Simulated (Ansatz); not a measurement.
**C3H12GaN: geometry relaxation**

System: C3H12GaN.
Method: RKS PBE-D4/def2-SVP (Ansatz 0.2.0).

The geometry: force-field start. Figures and captions count atoms from 1; the log counts them from 0 in places.

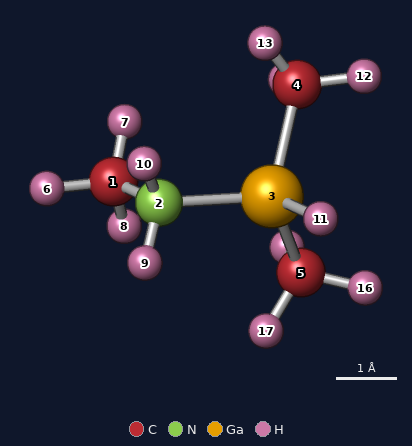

**Figure 1.** The starting structure (ball-and-stick view, seen at a tilt; atoms are numbered from 1 in the order of the input). Sticks mark near contacts. Bond lengths as drawn: C–Ga 1.96 to 1.98 Å, C–H 1.00 to 1.17 Å, C–N 1.42 Å, Ga–H 1.65 Å, Ga–N 1.93 Å and H–N 1.05 to 1.09 Å.

**The input**
```yaml
crystal:
  periodic: [false, false, false]
  atoms:
    - {symbol: C, position_ang: [0.718800, 1.381300, -1.151200]}
    - {symbol: N, position_ang: [1.219800, 0.881700, 0.074500]}
    - {symbol: Ga, position_ang: [0.084000, -0.519300, 0.762800]}
    - {symbol: C, position_ang: [0.060800, -1.995100, -0.557300]}
    - {symbol: C, position_ang: [-1.708600, 0.181000, 1.146500]}
    - {symbol: H, position_ang: [1.328700, 2.251200, -1.547100]}
    - {symbol: H, position_ang: [0.630800, 0.635100, -1.934800]}
    - {symbol: H, position_ang: [-0.301500, 1.870300, -0.990000]}
    - {symbol: H, position_ang: [1.300400, 1.670500, 0.822200]}
    - {symbol: H, position_ang: [2.183200, 0.511600, -0.091600]}
    - {symbol: H, position_ang: [0.758000, -1.081800, 2.158300]}
    - {symbol: H, position_ang: [-0.305100, -2.929100, -0.021000]}
    - {symbol: H, position_ang: [0.926600, -2.132200, -1.048400]}
    - {symbol: H, position_ang: [-0.788600, -1.730700, -1.310300]}
    - {symbol: H, position_ang: [-2.295600, 0.221700, 0.226000]}
    - {symbol: H, position_ang: [-2.215800, -0.449500, 1.901400]}
    - {symbol: H, position_ang: [-1.614900, 1.232900, 1.600000]}
basis:
  gaussian: {orbitals: def2-SVP}
hamiltonian: {xc: pbe, dispersion: d4}
relax: {f_tol: 0.03, max_steps: 200}
```

Command:
```bash
ansatz run in.yaml --threads 8 --pin off --events-out ev --progress --plain --max-ram 18278MiB
```

**Output**
```
Functional definition: PBE
  name "PBE"
  cite "Perdew, Burke & Ernzerhof, Phys. Rev. Lett. 77, 3865 (1996) doi:10.1103/PhysRevLett.77.3865"
  parent pbe
  parameter kappa = 0.804
  parameter beta = 0.06672455060314922
  exchange = pbe_x(kappa = kappa, mu = beta*pi^2/3)
  correlation = pbe_c(beta = beta)
1697 factors; their error is unknown
mean field evaluation 1: about -57127.8685 eV, gradient 9.7e1 eV
mean field evaluation 2: about -57093.6628 eV, gradient 1.4e2 eV
mean field evaluation 4: about -57149.1146 eV, gradient 7.8e0 eV
mean field evaluation 8: about -57149.2610 eV, gradient 4.2e-1 eV
mean field evaluation 16: about -57149.1899 eV, gradient 2.1e-3 eV
mean field -57149.18994922 eV, -2100.1939935217 hartree, gradient 5.6e-5 eV, S^2 0.000000; 0 other end points of the search recorded, 0 dependent functions left out
the calculation of the forces begins
reference -57149.18999169 eV, -2100.1939950823 hartree; 34, 34 occupied and 114, 114 virtual orbitals, 1697 factors
relax step   1: F+E_penalty+E_count = -57149.55479355 eV  Δ(F+E_penalty+E_count) = +0.000e0 eV  max|allowed force component| = 5.338e0 eV/Å  Δτ_max = 0.0000 Å  (30 SCF iters, accepted)
these checks for a lower state are left out or cut short: starts, cluster_reference, orbital_swaps, neighbouring_geometries, increment
1697 factors; their error is unknown
mean field -57150.04218362 eV, -2100.2253125580 hartree, gradient 1.8e-5 eV, S^2 0.000000; 0 other end points of the search recorded, 0 dependent functions left out
the calculation of the forces begins
reference -57150.04222624 eV, -2100.2253141243 hartree; 34, 34 occupied and 114, 114 virtual orbitals, 1697 factors
relax step   2: F+E_penalty+E_count = -57150.40162127 eV  Δ(F+E_penalty+E_count) = -8.468e-1 eV  max|allowed force component| = 1.521e0 eV/Å  Δτ_max = 0.1916 Å  (29 SCF iters, accepted)
these checks for a lower state are left out or cut short: starts, cluster_reference, orbital_swaps, neighbouring_geometries, increment
1697 factors; their error is unknown
mean field evaluation 32: about -57150.2263 eV, gradient 1.9e-3 eV
mean field -57150.22634514 eV, -2100.2320803692 hartree, gradient 1.4e-5 eV, S^2 0.000000; 0 other end points of the search recorded, 0 dependent functions left out
the calculation of the forces begins
reference -57150.22638779 eV, -2100.2320819365 hartree; 34, 34 occupied and 114, 114 virtual orbitals, 1697 factors
relax step   3: F+E_penalty+E_count = -57150.57781487 eV  Δ(F+E_penalty+E_count) = -1.762e-1 eV  max|allowed force component| = 3.290e-1 eV/Å  Δτ_max = 0.1383 Å  (29 SCF iters, accepted)
these checks for a lower state are left out or cut short: starts, cluster_reference, orbital_swaps, neighbouring_geometries, increment
1697 factors; their error is unknown
mean field -57150.20464244 eV, -2100.2312828098 hartree, gradient 1.3e-5 eV, S^2 0.000000; 0 other end points of the search recorded, 0 dependent functions left out
the calculation of the forces begins
reference -57150.20468502 eV, -2100.2312843744 hartree; 34, 34 occupied and 114, 114 virtual orbitals, 1697 factors
relax step   4: F+E_penalty+E_count = -57150.55764672 eV  Δ(F+E_penalty+E_count) = +2.017e-2 eV  max|allowed force component| = 3.907e-1 eV/Å  Δτ_max = 0.1241 Å  (28 SCF iters, rejected (line search))
these checks for a lower state are left out or cut short: starts, cluster_reference, orbital_swaps, neighbouring_geometries, increment
1697 factors; their error is unknown
mean field -57150.24616937 eV, -2100.2328088963 hartree, gradient 1.4e-5 eV, S^2 0.000000; 0 other end points of the search recorded, 0 dependent functions left out
the calculation of the forces begins
reference -57150.24621201 eV, -2100.2328104630 hartree; 34, 34 occupied and 114, 114 virtual orbitals, 1697 factors
relax step   5: F+E_penalty+E_count = -57150.59689969 eV  Δ(F+E_penalty+E_count) = -1.908e-2 eV  max|allowed force component| = 4.611e-2 eV/Å  Δτ_max = 0.0600 Å  (29 SCF iters, accepted)
these checks for a lower state are left out or cut short: starts, cluster_reference, orbital_swaps, neighbouring_geometries, increment
1697 factors; their error is unknown
mean field -57150.24783458 eV, -2100.2328700915 hartree, gradient 1.6e-5 eV, S^2 0.000000; 0 other end points of the search recorded, 0 dependent functions left out
the calculation of the forces begins
reference -57150.24787713 eV, -2100.2328716552 hartree; 34, 34 occupied and 114, 114 virtual orbitals, 1697 factors
relax step   6: F+E_penalty+E_count = -57150.59927281 eV  Δ(F+E_penalty+E_count) = -2.373e-3 eV  max|allowed force component| = 4.136e-2 eV/Å  Δτ_max = 0.0590 Å  (29 SCF iters, accepted)
these checks for a lower state are left out or cut short: starts, cluster_reference, orbital_swaps, neighbouring_geometries, increment
1697 factors; their error is unknown
mean field -57150.24814294 eV, -2100.2328814234 hartree, gradient 1.6e-5 eV, S^2 0.000000; 0 other end points of the search recorded, 0 dependent functions left out
the calculation of the forces begins
reference -57150.24818544 eV, -2100.2328829852 hartree; 34, 34 occupied and 114, 114 virtual orbitals, 1697 factors
relax step   7: F+E_penalty+E_count = -57150.60010792 eV  Δ(F+E_penalty+E_count) = -8.351e-4 eV  max|allowed force component| = 3.664e-2 eV/Å  Δτ_max = 0.0509 Å  (30 SCF iters, accepted)
these checks for a lower state are left out or cut short: starts, cluster_reference, orbital_swaps, neighbouring_geometries, increment
1697 factors; their error is unknown
mean field evaluation 64: about -57150.3131 eV, gradient 1.6e-3 eV
mean field -57150.24827060 eV, -2100.2328861149 hartree, gradient 1.6e-5 eV, S^2 0.000000; 0 other end points of the search recorded, 0 dependent functions left out
the calculation of the forces begins
reference -57150.24831310 eV, -2100.2328876768 hartree; 34, 34 occupied and 114, 114 virtual orbitals, 1697 factors
relax step   8: F+E_penalty+E_count = -57150.60031256 eV  Δ(F+E_penalty+E_count) = -2.046e-4 eV  max|allowed force component| = 6.065e-3 eV/Å  Δτ_max = 0.0179 Å  (30 SCF iters, accepted)
```

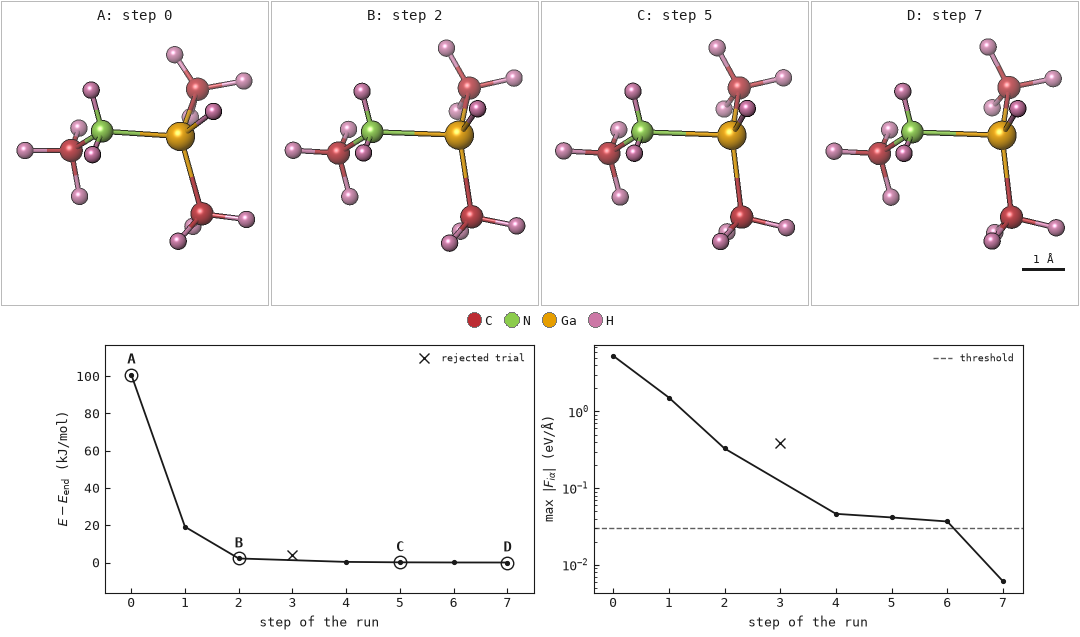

**Figure 2.** Frames of the relaxation (ball-and-stick view, seen at a tilt) above the curves, on which the letters mark them (the first geometry is step 0 here and step 1 in the log).

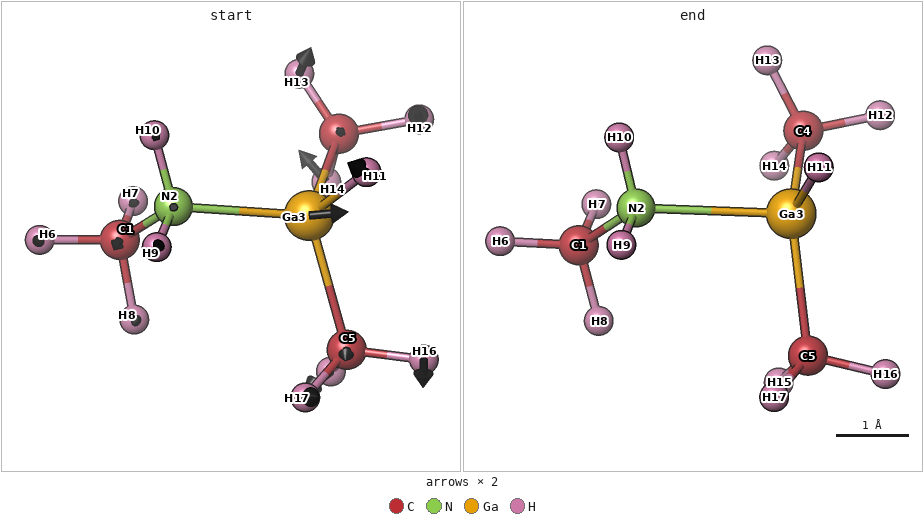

**Figure 3.** Before (left) and after (right) the relaxation, at one scale (ball-and-stick view, seen at a tilt). The black arrows give the displacements, magnified 2 times. The atom that moves furthest after the best rigid fit is H14 (0.30 Å). Largest moves by element: H 0.30 Å, Ga 0.28 Å, C 0.12 Å, N 0.04 Å. Distances before and after: N2–Ga3 1.930 → 2.185 Å, C4–H13 1.005 → 1.111 Å, N2–H9 1.090 → 1.029 Å, C1–N2 1.415 → 1.472 Å. Among the angles that change: N2–Ga3–H11 108.0° → 96.3°, N2–Ga3–C5 110.4° → 99.5°, C4–Ga3–H11 108.3° → 117.7°. After 7 geometry steps the energy has fallen by 100.9 kJ/mol. Largest force component: 5.3 eV/Å at the start, 0.0061 eV/Å at the end. The line search rejected the trial step at point 3 (counted from 0) and went back. (Atoms are counted from 1 in the order of the input.)

```
1697 factors; their error is unknown
mean field -57150.24827060 eV, -2100.2328861149 hartree, gradient 2.1e-5 eV, S^2 0.000000; 1 other end points of the search recorded, 0 dependent functions left out
the calculation of the forces begins
reference -57150.24831310 eV, -2100.2328876768 hartree; 34, 34 occupied and 114, 114 virtual orbitals, 1697 factors
Total energy: -57150.60035506 eV, -2100.2458249802 hartree
Atom 0 at     0.658949     1.444349    -1.200063 Å, force    -0.002061    -0.000154    -0.002378 eV/Å
Atom 1 at     1.185678     0.877334     0.052205 Å, force     0.000553    -0.005354     0.005232 eV/Å
Atom 2 at    -0.010596    -0.727357     0.927608 Å, force     0.001722     0.006065    -0.005645 eV/Å
Atom 3 at     0.062582    -2.054182    -0.573573 Å, force    -0.000042    -0.000161    -0.002141 eV/Å
Atom 4 at    -1.726164     0.264884     1.230765 Å, force    -0.001807     0.001210     0.000990 eV/Å
Atom 5 at     1.292134     2.256600    -1.616275 Å, force     0.001194    -0.000349     0.001470 eV/Å
Atom 6 at     0.571126     0.637519    -1.952423 Å, force     0.000021     0.000140     0.000254 eV/Å
Atom 7 at    -0.357706     1.841153    -1.016682 Å, force    -0.000692     0.000146     0.000099 eV/Å
Atom 8 at     1.276617     1.603063     0.776364 Å, force     0.001407     0.001785    -0.000313 eV/Å
Atom 9 at     2.131638     0.495570    -0.084790 Å, force     0.002216     0.001671    -0.000631 eV/Å
Atom 10 at     0.936333    -0.983421     2.194346 Å, force     0.001535     0.002092     0.000673 eV/Å
Atom 11 at    -0.361993    -3.025147    -0.242052 Å, force    -0.001483     0.001023    -0.000068 eV/Å
Atom 12 at     1.100954    -2.261357    -0.909584 Å, force    -0.001745     0.000148     0.003299 eV/Å
Atom 13 at    -0.528000    -1.729653    -1.456239 Å, force    -0.000938    -0.002040    -0.000470 eV/Å
Atom 14 at    -2.251844     0.504965     0.282438 Å, force     0.000101    -0.000941     0.001248 eV/Å
Atom 15 at    -2.420742    -0.356121     1.834791 Å, force    -0.000856    -0.000626    -0.001006 eV/Å
Atom 16 at    -1.577968     1.211400     1.793164 Å, force     0.000877    -0.004657    -0.000612 eV/Å
Dipole moment:     0.466763     0.725226    -0.468852 e Å
```

**Trajectory as extended XYZ (Å, eV, eV/Å), 6 of the 8 frames kept, from step=1 to step=8**
```
17
Properties=species:S:1:pos:R:3:forces:R:3 step=1 energy=-57149.55479
C     0.7188    1.3813   -1.1512   -1.2591   3.3671  -1.3830
N     1.2198    0.8817    0.0745    2.2724   1.6251   1.7504
Ga    0.0840   -0.5193    0.7628   -0.8903  -2.8215   2.1204
C     0.0608   -1.9951   -0.5573   -5.3375   0.6809   1.2043
C    -1.7086    0.1810    1.1465    0.3566   1.5802   0.6794
H     1.3287    2.2512   -1.5471   -0.1055  -0.6152   0.0472
H     0.6308    0.6351   -1.9348   -0.0465  -0.6653  -0.2760
H    -0.3015    1.8703   -0.9900    0.6876  -0.7704  -0.1190
H     1.3004    1.6705    0.8222    0.0104  -1.4565  -1.3917
H     2.1832    0.5116   -0.0916   -0.4313   0.1967   0.4694
H     0.7580   -1.0818    2.1583    0.2199   0.4686  -0.2944
H    -0.3051   -2.9291   -0.0210    0.5297   0.6631  -0.4345
H     0.9266   -2.1322   -1.0484    3.7751  -0.9946  -2.2500
H    -0.7886   -1.7307   -1.3103    1.1474  -0.4790   0.6803
H    -2.2956    0.2217    0.2260   -0.5396   0.1538  -0.3120
H    -2.2158   -0.4495    1.9014    0.0000  -0.0531  -0.0549
H    -1.6149    1.2329    1.6000   -0.3893  -0.8798  -0.4360
17
Properties=species:S:1:pos:R:3:forces:R:3 step=2 energy=-57150.40162
C     0.7030    1.4141   -1.1488   -0.4971   1.1477  -0.6797
N     1.2008    0.8588    0.0967    1.1517   1.0083   0.4006
Ga    0.0585   -0.6212    0.8503   -0.4242  -1.0608   0.7860
C     0.0442   -2.0021   -0.6048   -1.5208   0.2788   0.3195
C    -1.7173    0.2374    1.1550    0.1592   0.4924   0.3161
H     1.3393    2.2416   -1.5578   -0.0870  -0.2624   0.1323
H     0.6153    0.6337   -1.9195    0.0118  -0.2452  -0.0389
H    -0.3204    1.8414   -0.9932    0.3218  -0.2445   0.0167
H     1.2970    1.6094    0.8218   -0.0749  -0.4974  -0.4435
H     2.1603    0.4954   -0.0428   -0.1704   0.0142   0.1160
H     0.9112   -0.9768    2.2055   -0.1232   0.1341  -0.3544
H    -0.2901   -2.9287   -0.0808    0.2230  -0.0266  -0.2450
H     0.9782   -2.1787   -1.1148    0.8999  -0.3153  -0.4261
H    -0.7550   -1.7829   -1.3717    0.4434  -0.0613   0.3291
H    -2.3377    0.2900    0.2424   -0.1180  -0.0190  -0.0988
H    -2.2373   -0.3976    1.8979   -0.1868  -0.0144   0.0148
H    -1.6689    1.2660    1.6043   -0.0086  -0.3289  -0.1449
17
Properties=species:S:1:pos:R:3:forces:R:3 step=4 energy=-57150.55765 accepted=F
C     0.6845    1.4599   -1.1976    0.0797   0.0460   0.2602
N     1.1724    0.8571    0.0559   -0.1109  -0.0159  -0.0708
Ga   -0.0212   -0.7498    0.9410    0.1072   0.3907  -0.2836
C     0.0201   -2.0370   -0.5751    0.0660  -0.3053   0.1259
C    -1.7284    0.2413    1.2029   -0.1250  -0.0844   0.1882
H     1.3495    2.2712   -1.5575   -0.0138   0.0439  -0.1197
H     0.6000    0.6805   -1.9781   -0.0071  -0.0197   0.0240
H    -0.3225    1.8775   -1.0129   -0.0525  -0.0022  -0.0720
H     1.2511    1.5609    0.8034    0.0453   0.0022  -0.0665
H     2.1104    0.4572   -0.0663    0.0982   0.0138   0.0098
H     1.0112   -0.8888    2.1553   -0.0894  -0.1609   0.0728
H    -0.3329   -3.0181   -0.1932    0.0049  -0.0800  -0.1014
H     1.0561   -2.1951   -0.9331    0.0840  -0.0731  -0.0935
H    -0.6186   -1.7781   -1.4442   -0.0217   0.1097   0.0659
H    -2.3057    0.3951    0.2672    0.0797  -0.0078  -0.0186
H    -2.3720   -0.3581    1.8805   -0.0921   0.0750   0.0366
H    -1.5729    1.2238    1.6916   -0.0525   0.0682   0.0428
17
Properties=species:S:1:pos:R:3:forces:R:3 step=5 energy=-57150.59690
C     0.6891    1.4654   -1.1945    0.0083  -0.0313   0.0461
N     1.1981    0.8824    0.0595    0.0196   0.0378  -0.0222
Ga   -0.0033   -0.7176    0.9171   -0.0254  -0.0255   0.0224
C     0.0380   -2.0564   -0.5750    0.0128  -0.0249  -0.0227
C    -1.7360    0.2463    1.2180   -0.0269  -0.0007   0.0013
H     1.3355    2.2757   -1.5925   -0.0064   0.0111  -0.0177
H     0.6036    0.6659   -1.9549   -0.0010   0.0016  -0.0019
H    -0.3260    1.8680   -1.0162   -0.0067   0.0056  -0.0093
H     1.2859    1.6027    0.7901   -0.0115  -0.0098  -0.0062
H     2.1458    0.5014   -0.0699   -0.0108  -0.0100  -0.0051
H     0.9444   -0.9692    2.1859   -0.0042  -0.0015  -0.0132
H    -0.3284   -3.0359   -0.1985    0.0162   0.0173  -0.0159
H     1.0578   -2.2347   -0.9812   -0.0358   0.0081   0.0226
H    -0.6263   -1.7696   -1.4186    0.0317   0.0045   0.0203
H    -2.3057    0.3896    0.2748    0.0168   0.0083   0.0201
H    -2.3814   -0.3539    1.8955    0.0164   0.0226  -0.0195
H    -1.6099    1.2395    1.7002    0.0069  -0.0133   0.0009
17
Properties=species:S:1:pos:R:3:forces:R:3 step=7 energy=-57150.60011
C     0.6621    1.4453   -1.1982    0.0086   0.0036   0.0050
N     1.1882    0.8771    0.0541   -0.0191  -0.0095  -0.0009
Ga   -0.0114   -0.7284    0.9279    0.0067   0.0158  -0.0078
C     0.0585   -2.0539   -0.5744    0.0202  -0.0053  -0.0221
C    -1.7280    0.2627    1.2290   -0.0203   0.0249  -0.0063
H     1.2959    2.2578   -1.6131   -0.0029  -0.0025   0.0011
H     0.5748    0.6392   -1.9514   -0.0011  -0.0003   0.0011
H    -0.3546    1.8422   -1.0148    0.0007  -0.0014  -0.0009
H     1.2779    1.6017    0.7796    0.0024   0.0019  -0.0023
H     2.1341    0.4951   -0.0820    0.0022   0.0013  -0.0014
H     0.9390   -0.9798    2.1932   -0.0039  -0.0048   0.0002
H    -0.3535   -3.0293   -0.2395    0.0001   0.0063  -0.0035
H     1.0965   -2.2509   -0.9200   -0.0238   0.0000   0.0090
H    -0.5428   -1.7343   -1.4525    0.0087  -0.0059   0.0191
H    -2.2590    0.4889    0.2788    0.0165  -0.0078   0.0366
H    -2.4183   -0.3517    1.8457    0.0120   0.0116  -0.0140
H    -1.5783    1.2180    1.7777   -0.0071  -0.0279  -0.0130
17
Properties=species:S:1:pos:R:3:forces:R:3 step=8 energy=-57150.60031
C     0.6589    1.4443   -1.2001   -0.0021  -0.0002  -0.0024
N     1.1857    0.8773    0.0522    0.0006  -0.0054   0.0052
Ga   -0.0106   -0.7274    0.9276    0.0017   0.0061  -0.0056
C     0.0626   -2.0542   -0.5736    0.0000  -0.0002  -0.0021
C    -1.7262    0.2649    1.2308   -0.0018   0.0012   0.0010
H     1.2921    2.2566   -1.6163    0.0012  -0.0003   0.0015
H     0.5711    0.6375   -1.9524    0.0000   0.0001   0.0003
H    -0.3577    1.8412   -1.0167   -0.0007   0.0001   0.0001
H     1.2766    1.6031    0.7764    0.0014   0.0018  -0.0003
H     2.1316    0.4956   -0.0848    0.0022   0.0017  -0.0006
H     0.9363   -0.9834    2.1943    0.0015   0.0021   0.0007
H    -0.3620   -3.0251   -0.2421   -0.0015   0.0010  -0.0001
H     1.1010   -2.2614   -0.9096   -0.0017   0.0001   0.0033
H    -0.5280   -1.7297   -1.4562   -0.0009  -0.0020  -0.0005
H    -2.2518    0.5050    0.2824    0.0001  -0.0009   0.0012
H    -2.4207   -0.3561    1.8348   -0.0009  -0.0006  -0.0010
H    -1.5780    1.2114    1.7932    0.0009  -0.0047  -0.0006
```

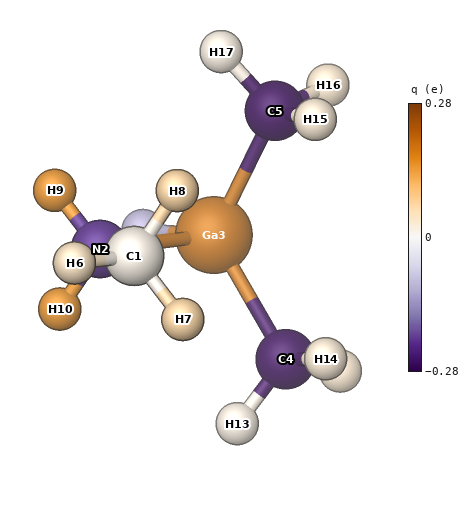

**Figure 4.** Mulliken charges, as the colour of each atom (ball-and-stick view, seen at a tilt; atoms are numbered from 1 in the order of the input). By element: C −0.27 to +0.01, N −0.22, Ga +0.20 and H −0.12 to +0.15 e.

**Key numbers**

| quantity | value |
| --- | --- |
| outcome | converged |
| total energy | −57150.6004 eV |
| mean-field energy | −57150.2483 eV |
| dispersion energy | −0.3520 eV |
| SCF solution under orbital rotations | stable |
| largest force (length of the vector) at the end | 0.008 eV/Å |
| dipole moment | 4.72 D |
| hardware | 8 threads of Arm Neoverse V2, 23 GiB of memory available, shared host |
| wall time | 10 s (CPU time 62 s) |
| peak memory | 0.25 GiB |
